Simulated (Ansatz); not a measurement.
The compound is OsCl2 (1T sheet).

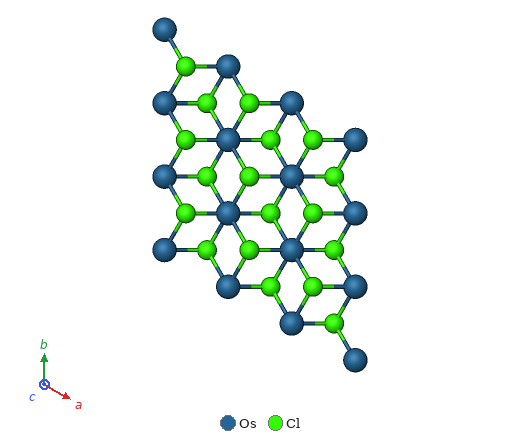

The structure (osmium blue, chlorine green). 3×3×1 cells are drawn. Some periodic images of atoms are drawn too.

The cell holds 3 atoms: 1 Os and 2 Cl. Cell: a = 3.581 Å, b = 3.581 Å, c = 30.112 Å, α = 90.0°, β = 90.0°, γ = 120.0°. Vacuum lies along c.

```xyz
3
Lattice="0.0000 2.5320 2.5320 2.5320 -2.5320 0.0000 17.3850 17.3850 -17.3850" Properties=species:S:1:pos:R:3
Os    5.5298    5.5298   -5.5298
Cl    7.8718    5.3398   -5.3398
Cl    5.7198    5.7198   -3.1878
```

The structure was relaxed with LDA. The structure was generated from a model, not taken from a measurement. The runs that relaxed it are not among those shown. The program's search for lower electronic states was switched off, so nothing shows that the state found is the lowest. Spin-orbit coupling is left out unless a run names it. PAW set soft_2, made with PBE.

A constrained-RPA run (Ansatz 0.2.0; non-magnetic LDA; Os eg, bands c1 to c2, 6×6×1 mesh, medium accuracy) builds 2 functions on bands 1.1 eV wide, with 0.0 electrons in the window. The bare on-site interaction is 9.0 eV and the bare J 0.41 eV.

What U and J survive the screening?

On the Os eg shell, U = 2.41 eV (27 % of the bare value), U′ = 1.93 eV, J = 0.24 eV.

The parent state is non-magnetic and the interaction static (zero frequency); U depends on the window and the orbitals, so it belongs to this model alone. Spin-orbit coupling, which is strong for atoms this heavy, is left out.

[Paths, hosts, dates, memory and timing lines, banners, echoed tables and standing remarks are left out of the program output.]

[Logs are printed without paths, hosts, clocks, repeated set-up lines and the standing remarks that a program may print on its own settings, such as how far it seeks lower states.]

[Runs of the session that timed out or met a known fault of the program may be left out.]

[Hosts, paths, dates, database ids (printed as entryN), source tags and the programs' standing remarks are cut or masked in the printed files.]
